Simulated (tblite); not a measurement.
Geometry relaxation of C9H12O2S (part 1 of 2)

System: C9H12O2S.
Method: GFN2-xTB geometry optimisation, gas phase (tblite 0.8.0).

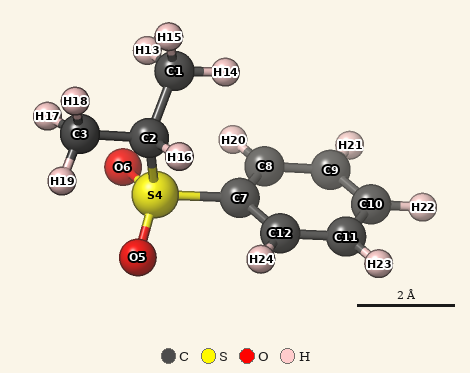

Figure 1. The input geometry (ball-and-stick view, seen at a tilt; atoms are numbered from 1 in the order of the input). Bond lengths as drawn: C–C 1.39 to 1.53 Å, C–H 1.08 to 1.10 Å, C–S 1.78 to 1.80 Å and O–S 1.44 Å.

The input
```
{"job": {"xc": "GFN2-xTB", "basis": "xTB", "kind": "relax"}, "charge": 0, "multiplicity": 1}
C     -1.679800     0.041300     1.258200
C     -1.762100    -0.533900    -0.158200
C     -3.197000    -0.613300    -0.621800
S     -0.775700     0.414500    -1.329900
O     -0.784100    -0.296000    -2.584900
O     -1.182800     1.798500    -1.249300
C      0.888100     0.295600    -0.700700
C      1.472500     1.391300    -0.044200
C      2.777100     1.281700     0.431800
C      3.489000     0.101800     0.255400
C      2.912800    -0.981700    -0.416400
C      1.606700    -0.890600    -0.894900
H     -2.043700     1.082900     1.292100
H     -0.662100     0.028600     1.646000
H     -2.312200    -0.528500     1.951400
H     -1.344300    -1.551500    -0.132600
H     -3.655200     0.390500    -0.679900
H     -3.812300    -1.223300     0.055500
H     -3.270700    -1.056700    -1.615400
H      0.920500     2.316800     0.090500
H      3.229000     2.136500     0.941700
H      4.512600     0.032700     0.621900
H      3.495100    -1.883700    -0.553700
H      1.166800    -1.733700    -1.433600
```

The first line tells a small driver script what to run in tblite; the rest is the geometry in Å.

Machine: 1 CPU thread, shared host.

Launch command:
```bash
OMP_NUM_THREADS=1 python <driver script> task.json out
```

The program's output
```
step      E/eV     max force
  0    -999.65118    1.573
  1    -999.72586    0.730
  2    -999.76128    0.349
  3    -999.77338    0.278
  4    -999.78027    0.209
  5    -999.78504    0.134
  6    -999.78847    0.139
  7    -999.79194    0.167
  8    -999.79478    0.124
  9    -999.79645    0.083
 10    -999.79770    0.085
 11    -999.79928    0.104
 12    -999.80144    0.118
 13    -999.80373    0.102
 14    -999.80537    0.078
 15    -999.80637    0.070
 16    -999.80716    0.065
 17    -999.80798    0.061
 18    -999.80870    0.050
 19    -999.80916    0.039
 20    -999.80916    0.039
 21    -999.80935    0.034
 22    -999.80972    0.027
 23    -999.80979    0.024
 24    -999.80990    0.023
 25    -999.80999    0.028
 26    -999.81005    0.027
 27    -999.81011    0.024
 28    -999.81015    0.020
 29    -999.81019    0.016
 30    -999.81023    0.020
 31    -999.81027    0.017
 32    -999.81030    0.017
 33    -999.81035    0.021
 34    -999.81041    0.025
 35    -999.81048    0.020
 36    -999.81053    0.015
 37    -999.81058    0.016
 38    -999.81063    0.020
 39    -999.81068    0.021
 40    -999.81072    0.013
 41    -999.81075    0.015
 42    -999.81077    0.011
 43    -999.81079    0.013
 44    -999.81081    0.009
 45    -999.81083    0.016
 46    -999.81086    0.019
 47    -999.81092    0.023
 48    -999.81100    0.027
 49    -999.81109    0.022
 50    -999.81117    0.021
 51    -999.81122    0.014
 52    -999.81125    0.012
 53    -999.81128    0.012
 54    -999.81130    0.017
 55    -999.81133    0.016
 56    -999.81135    0.009
 57    -999.81136    0.009
 58    -999.81138    0.011
 59    -999.81139    0.012
 60    -999.81141    0.008
 61    -999.81142    0.009
 62    -999.81143    0.009
 63    -999.81144    0.010
 64    -999.81145    0.008
 65    -999.81146    0.006
 66    -999.81147    0.007
 67    -999.81148    0.008
 68    -999.81149    0.008
 69    -999.81150    0.006
 70    -999.81151    0.006
 71    -999.81151    0.006
 72    -999.81152    0.008
 73    -999.81153    0.009
 74    -999.81154    0.006
 75    -999.81155    0.006
 76    -999.81156    0.006
 77    -999.81157    0.010
 78    -999.81159    0.010
 79    -999.81161    0.013
 80    -999.81164    0.012
 81    -999.81166    0.009
 82    -999.81168    0.011
 83    -999.81170    0.011
 84    -999.81172    0.008
 85    -999.81173    0.005
 86    -999.81174    0.008
 87    -999.81174    0.006
 88    -999.81175    0.005
 89    -999.81176    0.005
 90    -999.81176    0.006
 91    -999.81177    0.009
 92    -999.81178    0.006
 93    -999.81178    0.005
 94    -999.81179    0.004
```

Trajectory as extended XYZ (Å, eV, eV/Å), 12 frames, from step=0 to step=94
```
24
Properties=species:S:1:pos:R:3:forces:R:3 step=0 energy=-999.65118
C    -1.6798    0.0413    1.2582   -0.2030   0.4700   0.0570
C    -1.7621   -0.5339   -0.1582   -0.4390  -0.7850   1.2900
C    -3.1970   -0.6133   -0.6218   -0.7810   0.3050  -0.2820
S    -0.7757    0.4145   -1.3299    0.1290   0.2990   0.0170
O    -0.7841   -0.2960   -2.5849   -0.2510   0.3540  -0.0210
O    -1.1828    1.7985   -1.2493    0.0020  -0.3570  -0.3700
C     0.8881    0.2956   -0.7007    1.0530   0.1250   0.4550
C     1.4725    1.3913   -0.0442   -0.0110  -0.6430  -0.1910
C     2.7771    1.2817    0.4318   -0.1370   0.1150   0.0100
C     3.4890    0.1018    0.2554   -0.0580  -0.1420  -0.1790
C     2.9128   -0.9817   -0.4164   -0.0970   0.4680   0.2060
C     1.6067   -0.8906   -0.8949    0.0760   0.2760   0.1330
H    -2.0437    1.0829    1.2921    0.2110  -0.4180  -0.2380
H    -0.6621    0.0286    1.6460    0.0060  -0.0160  -0.1230
H    -2.3122   -0.5285    1.9514    0.1780   0.0180  -0.2810
H    -1.3443   -1.5515   -0.1326    0.0950   0.2660  -0.2230
H    -3.6552    0.3905   -0.6799    0.3320  -0.3830   0.0780
H    -3.8123   -1.2233    0.0555    0.2820   0.1870  -0.1130
H    -3.2707   -1.0567   -1.6154    0.1600   0.0500   0.0330
H     0.9205    2.3168    0.0905   -0.0210  -0.3360  -0.1500
H     3.2290    2.1365    0.9417   -0.1240  -0.3790  -0.1940
H     4.5126    0.0327    0.6219   -0.3050  -0.0260  -0.1010
H     3.4951   -1.8837   -0.5537   -0.1370   0.0630  -0.0290
H     1.1668   -1.7337   -1.4336    0.0380   0.4860   0.2160
24
Properties=species:S:1:pos:R:3:forces:R:3 step=8 energy=-999.79478
C    -1.6835    0.0431    1.2664    0.0460  -0.0090   0.0030
C    -1.7849   -0.5673   -0.1145   -0.0870  -0.0560   0.0680
C    -3.2128   -0.6148   -0.6240    0.0450  -0.0130  -0.0090
S    -0.7811    0.4099   -1.3074   -0.0080   0.0130  -0.0070
O    -0.8256   -0.2662   -2.5776   -0.0250  -0.0500  -0.0120
O    -1.1903    1.7889   -1.2758   -0.0320   0.0070   0.0860
C     0.9084    0.2957   -0.6841    0.0660  -0.0140   0.0000
C     1.4787    1.3744   -0.0392    0.0150   0.0610   0.0400
C     2.7791    1.2795    0.4325    0.0010  -0.0180   0.0070
C     3.4955    0.1051    0.2526   -0.0330   0.0220   0.0030
C     2.9192   -0.9700   -0.4074   -0.0130  -0.0120   0.0010
C     1.6198   -0.8726   -0.8796    0.0040  -0.0340   0.0030
H    -2.0302    1.0745    1.2419    0.0060  -0.0330  -0.0320
H    -0.6553    0.0306    1.6238    0.0010   0.0080  -0.0030
H    -2.3024   -0.5222    1.9659    0.0660   0.0950  -0.0280
H    -1.3297   -1.5574   -0.1458    0.0080  -0.0210  -0.0010
H    -3.6239    0.3912   -0.6737    0.0420   0.0060   0.0040
H    -3.8299   -1.2164    0.0448    0.0100   0.0300  -0.0780
H    -3.2377   -1.0466   -1.6213    0.0060   0.0080  -0.0080
H     0.8948    2.2749    0.0658    0.0080   0.0300   0.0310
H     3.2345    2.1193    0.9381   -0.0270  -0.0300  -0.0270
H     4.5090    0.0287    0.6213   -0.0450   0.0130  -0.0180
H     3.4824   -1.8812   -0.5560   -0.0380   0.0570   0.0020
H     1.1540   -1.6814   -1.4176   -0.0150  -0.0570  -0.0250
24
Properties=species:S:1:pos:R:3:forces:R:3 step=17 energy=-999.80798
C    -1.6632    0.0449    1.2630    0.0100  -0.0110  -0.0130
C    -1.7802   -0.5991   -0.1000   -0.0400  -0.0090   0.0020
C    -3.1985   -0.6165   -0.6352    0.0250  -0.0080   0.0070
S    -0.7925    0.3957   -1.2891   -0.0370  -0.0010  -0.0160
O    -0.8535   -0.2663   -2.5661    0.0270   0.0070  -0.0380
O    -1.2172    1.7688   -1.2236   -0.0350   0.0200   0.0120
C     0.9016    0.2967   -0.6845    0.0400  -0.0030   0.0190
C     1.4680    1.3765   -0.0353    0.0310   0.0250   0.0360
C     2.7682    1.2811    0.4352    0.0140  -0.0230  -0.0120
C     3.4811    0.1066    0.2518    0.0270  -0.0010  -0.0040
C     2.9069   -0.9700   -0.4071    0.0220   0.0090  -0.0040
C     1.6088   -0.8737   -0.8807    0.0370  -0.0350   0.0150
H    -2.0067    1.0749    1.1935    0.0250   0.0050   0.0170
H    -0.6305    0.0427    1.6072   -0.0070   0.0010  -0.0030
H    -2.2758   -0.4809    1.9942    0.0150   0.0120  -0.0180
H    -1.3271   -1.5901   -0.1363   -0.0220   0.0010   0.0470
H    -3.5774    0.4023   -0.6775    0.0010   0.0010  -0.0090
H    -3.8517   -1.2118    0.0013    0.0200   0.0040  -0.0020
H    -3.2096   -1.0296   -1.6410    0.0200   0.0130   0.0020
H     0.8898    2.2788    0.0806   -0.0430   0.0100  -0.0090
H     3.2310    2.1185    0.9380   -0.0540  -0.0210  -0.0180
H     4.4959    0.0332    0.6150   -0.0120  -0.0050   0.0030
H     3.4754   -1.8768   -0.5569   -0.0380   0.0250   0.0030
H     1.1454   -1.6859   -1.4173   -0.0260  -0.0130  -0.0170
24
Properties=species:S:1:pos:R:3:forces:R:3 step=25 energy=-999.80999
C    -1.6581    0.0472    1.2612   -0.0020   0.0010   0.0010
C    -1.7804   -0.6021   -0.0980    0.0100   0.0050  -0.0120
C    -3.1956   -0.6161   -0.6371    0.0030  -0.0010   0.0020
S    -0.7940    0.3942   -1.2891   -0.0190   0.0000   0.0060
O    -0.8489   -0.2599   -2.5709    0.0090   0.0030  -0.0090
O    -1.2287    1.7645   -1.2157    0.0040  -0.0080   0.0010
C     0.9017    0.2960   -0.6837   -0.0050  -0.0080   0.0000
C     1.4661    1.3760   -0.0334   -0.0090   0.0010  -0.0050
C     2.7666    1.2800    0.4345    0.0140  -0.0080   0.0020
C     3.4821    0.1069    0.2500   -0.0150   0.0000   0.0030
C     2.9067   -0.9696   -0.4083    0.0150   0.0020   0.0050
C     1.6080   -0.8755   -0.8799   -0.0040   0.0040  -0.0070
H    -1.9976    1.0781    1.1924    0.0210   0.0180   0.0000
H    -0.6253    0.0411    1.6039    0.0070   0.0010  -0.0030
H    -2.2708   -0.4740    1.9941   -0.0070  -0.0080   0.0130
H    -1.3330   -1.5957   -0.1223   -0.0020  -0.0030   0.0070
H    -3.5729    0.4034   -0.6796    0.0000  -0.0010  -0.0070
H    -3.8509   -1.2119   -0.0043    0.0000  -0.0050   0.0000
H    -3.2007   -1.0264   -1.6441    0.0060   0.0060   0.0000
H     0.8824    2.2760    0.0806   -0.0050  -0.0030   0.0030
H     3.2227    2.1189    0.9382   -0.0050  -0.0030   0.0030
H     4.4958    0.0327    0.6158   -0.0110   0.0020  -0.0070
H     3.4716   -1.8777   -0.5576   -0.0040   0.0050   0.0010
H     1.1415   -1.6862   -1.4176    0.0000   0.0010   0.0040
24
Properties=species:S:1:pos:R:3:forces:R:3 step=34 energy=-999.81041
C    -1.6531    0.0498    1.2613    0.0040   0.0010  -0.0010
C    -1.7802   -0.6016   -0.0969    0.0170   0.0060  -0.0170
C    -3.1944   -0.6165   -0.6380    0.0050   0.0010   0.0020
S    -0.7947    0.3932   -1.2900   -0.0150   0.0000   0.0000
O    -0.8461   -0.2570   -2.5740   -0.0110  -0.0060   0.0040
O    -1.2306    1.7628   -1.2138    0.0020   0.0030  -0.0030
C     0.8996    0.2945   -0.6845   -0.0050  -0.0070   0.0020
C     1.4614    1.3747   -0.0327    0.0060  -0.0030   0.0000
C     2.7618    1.2792    0.4357    0.0080  -0.0030   0.0020
C     3.4784    0.1074    0.2496   -0.0010   0.0000   0.0070
C     2.9048   -0.9696   -0.4092    0.0060  -0.0010   0.0020
C     1.6061   -0.8768   -0.8811    0.0080   0.0040   0.0000
H    -1.9797    1.0848    1.1936   -0.0040   0.0100  -0.0120
H    -0.6201    0.0354    1.6029    0.0150  -0.0110   0.0010
H    -2.2693   -0.4664    1.9948   -0.0100   0.0030   0.0120
H    -1.3348   -1.5960   -0.1165    0.0030  -0.0040  -0.0060
H    -3.5734    0.4022   -0.6820   -0.0010   0.0000   0.0060
H    -3.8494   -1.2149   -0.0074   -0.0060   0.0000  -0.0040
H    -3.1950   -1.0249   -1.6459    0.0000  -0.0020   0.0040
H     0.8762    2.2736    0.0826   -0.0020  -0.0060   0.0000
H     3.2170    2.1171    0.9415   -0.0030   0.0040   0.0040
H     4.4923    0.0341    0.6146   -0.0090   0.0020  -0.0030
H     3.4711   -1.8767   -0.5576   -0.0040   0.0010  -0.0020
H     1.1406   -1.6887   -1.4180   -0.0030   0.0080   0.0020
```
